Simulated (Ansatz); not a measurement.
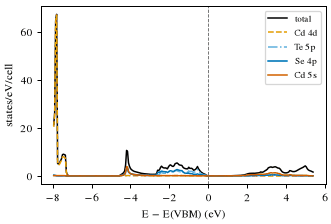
*Total and projected density of states of Cd₂TeSe in space group P-4m2 (No. 115; Cd on 2g, Te on 1d, Se on 1b), plane-wave PAW PBEsol (Ansatz code)*

### Question
Which orbitals carry the states next to the gap?

### Answer
Top 1 eV of the valence band: Te 5p 63 %, Se 4p 28 %. Bottom 1 eV of the conduction band: Cd 5s 50 %, Te 5p 14 %, Se 4p 13 %, Te 5s 8 %, Se 4s 8 %, outside the projected shells 6 %. Projections are on Löwdin-orthogonalised atomic valence shells; empty p or d shells of many metals are not among them.

The first step of the workflow began from a Materials Project structure, measured or hypothetical; the Crystallography Open Database copy checked does not list it. Whether it is the stable phase at ambient conditions was not checked. Symmetry was held in the PBEsol relaxation; of distortions, only those at the zone centre were tested. Spin–orbit coupling is left out wherever it is not named.

Potentials: the later of the program's two PAW sets.
